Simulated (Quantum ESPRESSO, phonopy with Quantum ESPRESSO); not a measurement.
# Grüneisen parameters and expansion of LiCl (Fm-3m), part 6 of 8

Wanted: mode Grüneisen parameters of LiCl and a free-energy fit over volumes.

What experiment has found for this phase:
- volume expansion coefficient 131.4 1e-6/K and heat capacity C_P per formula unit 48.1 J/mol/K near room temperature (given in “High-Throughput Prediction of Finite-Temperature Properties using the Quasi-Harmonic Approximation”, 2016, arXiv:1603.06924)
- volume expansion coefficient 131.1 1e-6/K near room temperature (given in “Descriptors for thermal expansion in solids”, 2017, arXiv:1701.03966)

Quantum ESPRESSO 7.5; DFT LDA, scalar-relativistic, plane waves, GBRV ultrasoft pseudopotentials.

So far. Step 5 (Zone-centre response): The Born charges sum to zero within 0.031 e; the rest is removed before use. Acoustic frequencies in this log differ from zero by the error of the sum rule, which ph.x does not impose. Step 6 (A displaced supercell): At this level the gap is 6.49 eV on the k-mesh of the self-consistent run, which can miss the band edges.

The database entry behind the starting cell differs from later determinations by our own check (0.1 to 0.3 % short, probably kX units), so it need not match the best structure at ambient conditions.

### Step 8. Lattice dynamics at this volume, V/V0 1

This step: DFT LDA, scalar-relativistic, plane waves, GBRV ultrasoft pseudopotentials (phonopy with Quantum ESPRESSO 4.10.0 / 7.5).

Run time: 8.7 min. Hardware: 4 threads of Intel Xeon Platinum 8488C (Sapphire Rapids), shared host.

This step gave:

```yaml
point_group: m-3m
highest_frequency: 417.7 cm⁻¹
debye_temperature_from_the_second_moment: 420 K
lowest_frequency_on_the_path: 0 cm⁻¹
zero_point_energy: 0.07863 eV/cell
gamma_frequencies: 0, 0, 0, 230, 230, 230 cm⁻¹ (negative: imaginary)
```

Phonopy, LO-TO term from ph.x's tensors. The phonon branches at the labelled points (cm⁻¹):

| point | branch 1 | branch 2 | branch 3 | branch 4 | branch 5 | branch 6 |
| --- | --- | --- | --- | --- | --- | --- |
| Γ | 0 | 0 | 0 | 230 | 230 | 417 |
| X | 132 | 132 | 182 | 230 | 230 | 242 |
| U | 139 | 178 | 180 | 234 | 252 | 284 |
| jump to K | 139 | 178 | 180 | 234 | 252 | 284 |
| Γ | 0 | 0 | 0 | 230 | 230 | 417 |
| L | 129 | 129 | 217 | 240 | 240 | 418 |
| W | 162 | 170 | 170 | 251 | 251 | 272 |
| X | 132 | 132 | 182 | 230 | 230 | 242 |

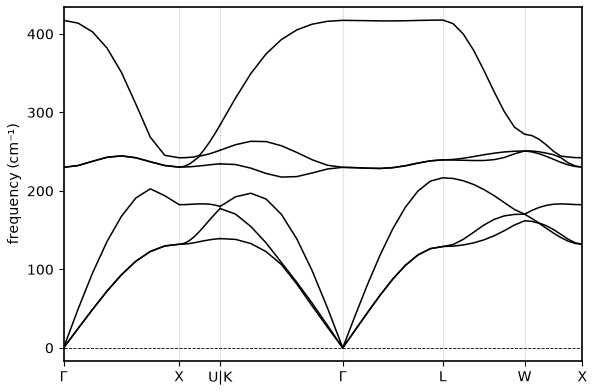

Phonon branches along the path.

Harmonic. Thermo, by row:

| T (K) | F_vib (meV/atom) | S (J/mol-atom/K) | C_V (J/mol-atom/K) |
| --- | --- | --- | --- |
| 0 | 39.31 | 0 | 0 |
| 50 | 39.12 | 1.496 | 4.144 |
| 100 | 36.97 | 7.175 | 12.76 |
| 150 | 31.61 | 13.41 | 17.76 |
| 200 | 23.2 | 18.91 | 20.38 |
| 250 | 12.15 | 23.63 | 21.83 |
| 300 | -1.17 | 27.69 | 22.7 |
| 350 | -16.46 | 31.24 | 23.26 |
| 400 | -33.48 | 34.37 | 23.63 |
| 450 | -52.03 | 37.17 | 23.9 |
| 500 | -71.95 | 39.7 | 24.09 |
| 550 | -93.13 | 42 | 24.23 |
| 600 | -115.5 | 44.11 | 24.34 |
| 650 | -138.8 | 46.06 | 24.43 |
| 700 | -163.2 | 47.88 | 24.5 |
| 750 | -188.4 | 49.57 | 24.55 |
| 800 | -214.5 | 51.16 | 24.6 |
| 850 | -241.4 | 52.65 | 24.64 |
| 900 | -269.1 | 54.06 | 24.67 |
| 950 | -297.4 | 55.39 | 24.7 |
| 1000 | -326.5 | 56.66 | 24.72 |

The modes has structure finer than the step of the table below, so its rows give means over 25 cm⁻¹, whole bins alone (the curve runs from -10 to 440 cm⁻¹). Peaks (cm⁻¹: height): Cl 134.4: 0.0463, 193.9: 0.0345, 242.0: 0.00899; Li 236.3: 0.0693.

Phonopy on the run's constants, 19x19x19 mesh, Gaussian sigma 3.2 cm⁻¹. Table of modes by wavenumber; means over each step; values in 1/cm⁻¹/cell:

| wavenumber (cm⁻¹) | Cl | Li |
| --- | --- | --- |
| 25 | 4.9e-4 | 9.3e-5 |
| 50 | 0.00166 | 2.9e-4 |
| 75 | 0.00427 | 6.6e-4 |
| 100 | 0.00951 | 0.00115 |
| 125 | 0.0297 | 0.00231 |
| 150 | 0.0263 | 0.00203 |
| 175 | 0.0157 | 0.00213 |
| 200 | 0.0207 | 0.00223 |
| 225 | 0.00427 | 0.0306 |
| 250 | 0.00596 | 0.0411 |
| 275 | 2.5e-4 | 0.00441 |
| 300 | 1.0e-4 | 0.00497 |
| 325 | 8.2e-5 | 0.00526 |
| 350 | 1.3e-4 | 0.00593 |
| 375 | 2.4e-4 | 0.00689 |
| 400 | 5.3e-4 | 0.00814 |
| 425 | 1.6e-4 | 0.00177 |

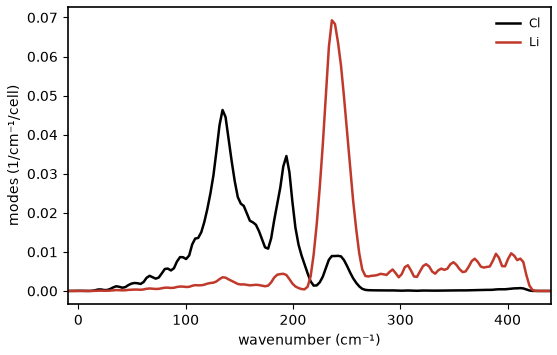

Modes, plotted against wavenumber.

No LO-TO term. Modes at Γ, with each element's share of the kinetic energy:

| mode | frequency (cm⁻¹) | symmetry | Li % | Cl % |
| --- | --- | --- | --- | --- |
| 1 | 0.0 | T1u | 16 | 84 |
| 2 | 0.0 | T1u | 16 | 84 |
| 3 | 0.0 | T1u | 16 | 84 |
| 4 | 230.0 | T1u | 84 | 16 |
| 5 | 230.0 | T1u | 84 | 16 |
| 6 | 230.0 | T1u | 84 | 16 |

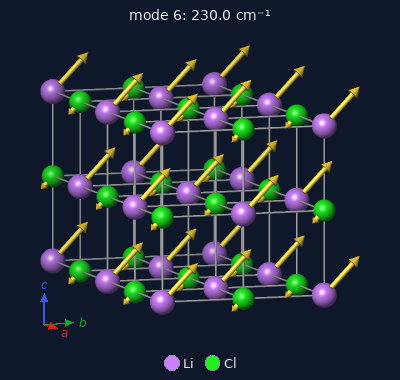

Displacement patterns of mode 6 at Γ; arrows are exaggerated. 2×1×1 conventional cells are drawn. Some periodic images of atoms are drawn too.

No mode is imaginary beyond numerical noise along the path.

The time given is that of the 2 pw.x runs on displaced cells behind this step.

The supercell is 8.6 Å across at its narrowest and was not tested against a larger one: only its own wavevectors are exact, and acoustic branches between them, with the entropy at low temperature, can be off.

### Step 9. Ground state at this cell, V/V0 1.015

A tight ground state at this cell gives the energy of this member; its pressure is the stress at this cutoff, which can carry an offset from the finite basis.

This step: DFT LDA, scalar-relativistic, plane waves, GBRV ultrasoft pseudopotentials (Quantum ESPRESSO 7.5).

System of this step: LiCl. The structure is cubic, space group Fm-3m (No. 225). The conventional cell has a = 4.987 Å, b = 4.987 Å, c = 4.987 Å, α = 90.00°, β = 90.00°, γ = 90.00°. Nearest to Li lie 6 Cl at 2.49 Å. Cl has 6 Li at 2.49 Å nearest. Farther neighbours and most contacts between anions are not listed.

File scf.in:

```
&CONTROL
  calculation = 'scf'
  prefix      = 'x'
  outdir      = './tmp'
  pseudo_dir  = './pseudo'
  tprnfor     = .true.
  tstress     = .true.
/
&SYSTEM
  ibrav       = 0
  nat         = 2
  ntyp        = 2
  ecutwfc     = 34.0
  ecutrho     = 204.0
  occupations = 'fixed'
  nbnd        = 7
/
&ELECTRONS
  conv_thr         = 1.0d-12
  mixing_beta      = 0.7
  electron_maxstep = 100
/
ATOMIC_SPECIES
 Li      6.9400  Li.upf
 Cl     35.4500  Cl.upf
CELL_PARAMETERS angstrom
     0.000000000    2.493605180    2.493605180
     2.493605180    0.000000000    2.493605180
     2.493605180    2.493605180    0.000000000
ATOMIC_POSITIONS crystal
 Li     0.000000000   0.000000000   0.000000000
 Cl     0.500000000   0.500000000   0.500000000
K_POINTS automatic
 8 8 8 0 0 0
```

Launch:

```sh
$ OMP_NUM_THREADS=1 mpirun -n 4 pw.x -nk 4 -in scf.in > scf.out
```

The log of the run:

```text
[banner, memory and clock lines left out]
Program PWSCF v.7.5

     Message from routine setup:
     using ibrav=0 with symmetry is DISCOURAGED, use correct ibrav instead

     G-vector sticks info

     bravais-lattice index     =            0
     lattice parameter (alat)  =       6.6641  a.u.
     unit-cell volume          =     209.2713 (a.u.)^3
     number of atoms/cell      =            2
     number of atomic types    =            2
     number of electrons       =        10.00
[...]
Total force =     0.000000     Total SCF correction =     0.000000

     Computing stress (Cartesian axis) and pressure

     negative rho (up, down):  1.365E-02 0.000E+00
          total   stress  (Ry/bohr**3)                   (kbar)     P=       -7.22
  -0.00004906   0.00000000  -0.00000000           -7.22        0.00       -0.00
   0.00000000  -0.00004906  -0.00000000            0.00       -7.22       -0.00
  -0.00000000  -0.00000000  -0.00004906           -0.00       -0.00       -7.22

     XML data file, charge density, pseudopotentials, collected wavefunctions
[key lines of the parts left out:]
!    total energy              =     -47.85976722 Ry
convergence has been achieved in   8 iterations
```

It took 2.4 s on 4 MPI ranks.

At this level the gap is 6.48 eV on the k-mesh of the self-consistent run, which can miss the band edges.

### Step 10. Born charges and dielectric tensor

In a polar crystal the Born charges and ε∞ give the long-range dipole term that a finite supercell misses. They are those of this k-mesh and were not tested on a denser one; where the gap is small they converge slowly, and the LO modes with them.

File ph.in:

```
phonons
&INPUTPH
  prefix = 'x'
  outdir = './tmp'
  fildyn = 'x.dyn'
  tr2_ph = 1.0d-18
  epsil  = .true.
/
0.000000000 0.000000000 0.000000000
```

scf.in is that of step 9.

Launch:

```sh
$ OMP_NUM_THREADS=1 mpirun -n 4 ph.x -nk 4 -in ph.in > ph.out
```

The log of the run:

```text
[banner, memory and clock lines left out]
Program PHONON v.7.5

     ./tmp/x.save/

     IMPORTANT: XC functional enforced from input :
     Exchange-correlation= PZ
                           (   1   1   0   0   0   0   0)
     Any further DFT definition will be discarded
     Please, verify this is what you really want

     G-vector sticks info

     negative rho (up, down):  1.365E-02 0.000E+00
     Reading collected, re-writing distributed wavefunctions in ./tmp/

     Number and degeneracy of irreps per q-point
       N         xq(1)         xq(2)         xq(3)   N irreps
[...]
freq (    1) =      -0.485797 [THz] =     -16.204438 [cm-1]
     freq (    2) =      -0.485797 [THz] =     -16.204438 [cm-1]
     freq (    3) =      -0.485797 [THz] =     -16.204438 [cm-1]
     freq (    4) =       6.519214 [THz] =     217.457572 [cm-1]
     freq (    5) =       6.519214 [THz] =     217.457572 [cm-1]
     freq (    6) =       6.519214 [THz] =     217.457572 [cm-1]
 **************************************************************************

     Mode symmetry, O_h (m-3m)  point group:

     freq (   1-   3) =        -16.2  [cm-1]   --> T_1u G_15  G_4- I
     freq (   4-   6) =        217.5  [cm-1]   --> T_1u G_15  G_4- I
```

Wall time 14 s (4 MPI ranks).

The Born charges sum to zero within 0.031 e; the rest is removed before use. Acoustic frequencies in this log differ from zero by the error of the sum rule, which ph.x does not impose.

### Step 11. A displaced supercell

One atom (for the harmonic constants) or a pair of atoms (for the cubic ones) is moved by a few hundredths of an ångström; the forces on all atoms give a column of force constants. The threshold is tight because the forces are small.

System of this step: LiCl. The cell holds 54 atoms: 27 Li and 27 Cl. Cell: a = 10.579 Å, b = 10.579 Å, c = 10.579 Å, α = 60.0°, β = 60.0°, γ = 60.0°. It derives from LiCl, repeated 3×3×3.

File disp-00001.in:

```
&CONTROL
  calculation = 'scf'
  prefix      = 'x'
  outdir      = './tmp'
  pseudo_dir  = './pseudo'
  tprnfor     = .true.
  disk_io     = 'none'
/
&SYSTEM
  ibrav       = 0
  nat         = 54
  ntyp        = 2
  ecutwfc     = 34.0
  ecutrho     = 204.0
  occupations = 'fixed'
  nbnd        = 137
/
&ELECTRONS
  conv_thr         = 1.0d-11
  mixing_beta      = 0.7
  electron_maxstep = 100
/
ATOMIC_SPECIES
 Li      6.9400  Li.upf
 Cl     35.4500  Cl.upf
CELL_PARAMETERS angstrom
     0.000000000    7.480815541    7.480815541
     7.480815541    0.000000000    7.480815541
     7.480815541    7.480815541    0.000000000
ATOMIC_POSITIONS crystal
 Li     0.001890454   0.000000000   0.000000000
 Li     0.333333333   0.000000000   0.000000000
 Li     0.666666667   0.000000000   0.000000000
 Li     0.000000000   0.333333333   0.000000000
 Li     0.333333333   0.333333333   0.000000000
 Li     0.666666667   0.333333333   0.000000000
 Li     0.000000000   0.666666667   0.000000000
 Li     0.333333333   0.666666667   0.000000000
 Li     0.666666667   0.666666667   0.000000000
 Li     0.000000000   0.000000000   0.333333333
 Li     0.333333333   0.000000000   0.333333333
 Li     0.666666667   0.000000000   0.333333333
 Li     0.000000000   0.333333333   0.333333333
 Li     0.333333333   0.333333333   0.333333333
 Li     0.666666667   0.333333333   0.333333333
 Li     0.000000000   0.666666667   0.333333333
 Li     0.333333333   0.666666667   0.333333333
 Li     0.666666667   0.666666667   0.333333333
 Li     0.000000000   0.000000000   0.666666667
 Li     0.333333333   0.000000000   0.666666667
 Li     0.666666667   0.000000000   0.666666667
 Li     0.000000000   0.333333333   0.666666667
 Li     0.333333333   0.333333333   0.666666667
 Li     0.666666667   0.333333333   0.666666667
 Li     0.000000000   0.666666667   0.666666667
 Li     0.333333333   0.666666667   0.666666667
 Li     0.666666667   0.666666667   0.666666667
 Cl     0.166666667   0.166666667   0.166666667
 Cl     0.500000000   0.166666667   0.166666667
 Cl     0.833333333   0.166666667   0.166666667
 Cl     0.166666667   0.500000000   0.166666667
 Cl     0.500000000   0.500000000   0.166666667
 Cl     0.833333333   0.500000000   0.166666667
 Cl     0.166666667   0.833333333   0.166666667
 Cl     0.500000000   0.833333333   0.166666667
 Cl     0.833333333   0.833333333   0.166666667
 Cl     0.166666667   0.166666667   0.500000000
 Cl     0.500000000   0.166666667   0.500000000
 Cl     0.833333333   0.166666667   0.500000000
 Cl     0.166666667   0.500000000   0.500000000
 Cl     0.500000000   0.500000000   0.500000000
 Cl     0.833333333   0.500000000   0.500000000
 Cl     0.166666667   0.833333333   0.500000000
 Cl     0.500000000   0.833333333   0.500000000
 Cl     0.833333333   0.833333333   0.500000000
 Cl     0.166666667   0.166666667   0.833333333
 Cl     0.500000000   0.166666667   0.833333333
 Cl     0.833333333   0.166666667   0.833333333
 Cl     0.166666667   0.500000000   0.833333333
 Cl     0.500000000   0.500000000   0.833333333
 Cl     0.833333333   0.500000000   0.833333333
 Cl     0.166666667   0.833333333   0.833333333
 Cl     0.500000000   0.833333333   0.833333333
 Cl     0.833333333   0.833333333   0.833333333
K_POINTS automatic
 2 2 2 0 0 0
```

Launch:

```sh
$ OMP_NUM_THREADS=1 mpirun -n 2 pw.x -nk 2 -in disp-00001.in > disp-00001.out
```

The log of the run:

```text
[banner, memory and clock lines left out]
Program PWSCF v.7.5

     Message from routine setup:
     using ibrav=0 with symmetry is DISCOURAGED, use correct ibrav instead

     G-vector sticks info

     bravais-lattice index     =            0
     lattice parameter (alat)  =      19.9923  a.u.
     unit-cell volume          =    5650.3251 (a.u.)^3
     number of atoms/cell      =           54
     number of atomic types    =            2
     number of electrons       =       270.00
[...]
atom    1 type  1   force =    -0.00000000   -0.00098087   -0.00098087
     atom    2 type  1   force =     0.00000000    0.00016034    0.00016034
     atom    3 type  1   force =     0.00000000    0.00015790    0.00015790
[...]
atom   53 type  2   force =     0.00005988   -0.00003040   -0.00003040
     atom   54 type  2   force =    -0.00005906   -0.00003042   -0.00003042

     Total force =     0.001661     Total SCF correction =     0.000000
     Message from routine punch:
     Nothing written, as per user request (disk_io='none')
[key lines of the parts left out:]
!    total energy              =   -1292.21299111 Ry
convergence has been achieved in  12 iterations
```

It took 7.8 min on 2 MPI ranks; 16 min of CPU time.

### Step 12. Phonons, V/V0 1.015

This step: DFT LDA, scalar-relativistic, plane waves, GBRV ultrasoft pseudopotentials (phonopy with Quantum ESPRESSO 4.10.0 / 7.5).

Wall time 7.8 min (4 threads).

No mode is imaginary beyond numerical noise along the path. The highest zone-centre mode (no LO–TO term) moved by -4.5 % for a volume change of +1.5 %.

The time given is that of the 2 pw.x runs on displaced cells behind this step.

### Step 13. Ground state at this cell, V/V0 0.985

A tight ground state at this cell gives the energy of this member; its pressure is the stress at this cutoff, which can carry an offset from the finite basis.

This step: DFT LDA, scalar-relativistic, plane waves, GBRV ultrasoft pseudopotentials (Quantum ESPRESSO 7.5).

System of this step: LiCl. The structure is cubic, space group Fm-3m (No. 225). The conventional cell has a = 4.938 Å, b = 4.938 Å, c = 4.938 Å, α = 90.00°, β = 90.00°, γ = 90.00°. Nearest to Li lie 6 Cl at 2.47 Å. Cl has 6 Li at 2.47 Å nearest. Farther neighbours and most contacts between anions are not listed.

scf.in: that of step 10 with these lines changed.

```diff
@@ -26,5 +26,5 @@
 CELL_PARAMETERS angstrom
-     0.000000000    2.493605180    2.493605180
-     2.493605180    0.000000000    2.493605180
-     2.493605180    2.493605180    0.000000000
+     0.000000000    2.468791542    2.468791542
+     2.468791542    0.000000000    2.468791542
+     2.468791542    2.468791542    0.000000000
 ATOMIC_POSITIONS crystal
```

Launch:

```sh
$ OMP_NUM_THREADS=1 mpirun -n 4 pw.x -nk 4 -in scf.in > scf.out
```

The log of the run:

```text
[banner, memory and clock lines left out]
Program PWSCF v.7.5

     Message from routine setup:
     using ibrav=0 with symmetry is DISCOURAGED, use correct ibrav instead

     G-vector sticks info

     bravais-lattice index     =            0
     lattice parameter (alat)  =       6.5978  a.u.
     unit-cell volume          =     203.0859 (a.u.)^3
     number of atoms/cell      =            2
     number of atomic types    =            2
     number of electrons       =        10.00
[...]
Total force =     0.000000     Total SCF correction =     0.000000

     Computing stress (Cartesian axis) and pressure

     negative rho (up, down):  1.309E-02 0.000E+00
          total   stress  (Ry/bohr**3)                   (kbar)     P=        5.09
   0.00003459  -0.00000000  -0.00000000            5.09       -0.00       -0.00
  -0.00000000   0.00003459   0.00000000           -0.00        5.09        0.00
   0.00000000   0.00000000   0.00003459            0.00        0.00        5.09

     XML data file, charge density, pseudopotentials, collected wavefunctions
[key lines of the parts left out:]
!    total energy              =     -47.85974151 Ry
convergence has been achieved in  10 iterations
```

Wall time 2.8 s (4 MPI ranks); 10 s of CPU time.

The run ends at a pressure of 0.51 GPa.

### Step 14. Zone-centre response

In a polar crystal the Born charges and ε∞ give the long-range dipole term that a finite supercell misses. They are those of this k-mesh and were not tested on a denser one; where the gap is small they converge slowly, and the LO modes with them.

ph.in is that of step 10.

scf.in is that of step 13.

Launch:

```sh
$ OMP_NUM_THREADS=1 mpirun -n 4 ph.x -nk 4 -in ph.in > ph.out
```

The log of the run:

```text
[banner, memory and clock lines left out]
Program PHONON v.7.5

     ./tmp/x.save/

     IMPORTANT: XC functional enforced from input :
     Exchange-correlation= PZ
                           (   1   1   0   0   0   0   0)
     Any further DFT definition will be discarded
     Please, verify this is what you really want

     G-vector sticks info

     negative rho (up, down):  1.309E-02 0.000E+00
     Reading collected, re-writing distributed wavefunctions in ./tmp/

     Number and degeneracy of irreps per q-point
       N         xq(1)         xq(2)         xq(3)   N irreps
[...]
freq (    1) =       0.038497 [THz] =       1.284138 [cm-1]
     freq (    2) =       0.038497 [THz] =       1.284138 [cm-1]
     freq (    3) =       0.038497 [THz] =       1.284138 [cm-1]
     freq (    4) =       7.222998 [THz] =     240.933279 [cm-1]
     freq (    5) =       7.222998 [THz] =     240.933279 [cm-1]
     freq (    6) =       7.222998 [THz] =     240.933279 [cm-1]
 **************************************************************************

     Mode symmetry, O_h (m-3m)  point group:

     freq (   1-   3) =          1.3  [cm-1]   --> T_1u G_15  G_4- I
     freq (   4-   6) =        240.9  [cm-1]   --> T_1u G_15  G_4- I
```

It took 17 s on 4 MPI ranks.

The Born charges sum to zero within 0.031 e; the rest is removed before use. Acoustic frequencies in this log differ from zero by the error of the sum rule, which ph.x does not impose.

### Step 15. Forces on a displaced cell

One atom (for the harmonic constants) or a pair of atoms (for the cubic ones) is moved by a few hundredths of an ångström; the forces on all atoms give a column of force constants. The threshold is tight because the forces are small.

System of this step: LiCl. The cell holds 54 atoms: 27 Li and 27 Cl. Its edges and angles: a = 10.474 Å, b = 10.474 Å, c = 10.474 Å, α = 60.0°, β = 60.0°, γ = 60.0°. It derives from LiCl, repeated 3×3×3.

disp-00001.in: that of step 11 with these lines changed.

```diff
@@ -26,7 +26,7 @@
 CELL_PARAMETERS angstrom
-     0.000000000    7.480815541    7.480815541
-     7.480815541    0.000000000    7.480815541
-     7.480815541    7.480815541    0.000000000
+     0.000000000    7.406374627    7.406374627
+     7.406374627    0.000000000    7.406374627
+     7.406374627    7.406374627    0.000000000
 ATOMIC_POSITIONS crystal
- Li     0.001890454   0.000000000   0.000000000
+ Li     0.001909455   0.000000000   0.000000000
  Li     0.333333333   0.000000000   0.000000000
```

Launch:

```sh
$ OMP_NUM_THREADS=1 mpirun -n 2 pw.x -nk 2 -in disp-00001.in > disp-00001.out
```

The log of the run:

```text
[banner, memory and clock lines left out]
Program PWSCF v.7.5

     Message from routine setup:
     using ibrav=0 with symmetry is DISCOURAGED, use correct ibrav instead

     G-vector sticks info

     bravais-lattice index     =            0
     lattice parameter (alat)  =      19.7934  a.u.
     unit-cell volume          =    5483.3204 (a.u.)^3
     number of atoms/cell      =           54
     number of atomic types    =            2
     number of electrons       =       270.00
[...]
atom    1 type  1   force =     0.00000000   -0.00111369   -0.00111369
     atom    2 type  1   force =     0.00000000    0.00016324    0.00016324
     atom    3 type  1   force =     0.00000000    0.00016064    0.00016064
[...]
atom   53 type  2   force =     0.00005931   -0.00002961   -0.00002961
     atom   54 type  2   force =    -0.00005878   -0.00002959   -0.00002959

     Total force =     0.001859     Total SCF correction =     0.000001
     Message from routine punch:
     Nothing written, as per user request (disk_io='none')
[key lines of the parts left out:]
!    total energy              =   -1292.21248969 Ry
convergence has been achieved in  14 iterations
```

Elapsed: 9 min, on 2 MPI ranks.

(Continued in part 7 of 8.)

[Logs are printed without paths, hosts, clocks, repeated set-up lines and the standing remarks that a program may print on its own settings, such as how far it seeks lower states.]

[Hosts, paths, dates, database ids (printed as entryN), source tags and the programs' standing remarks are cut or masked in the printed files.]

[A step with changed settings may run another functional than the one named; its input shows which.]

[Of the runs on displaced cells, only some may be shown.]
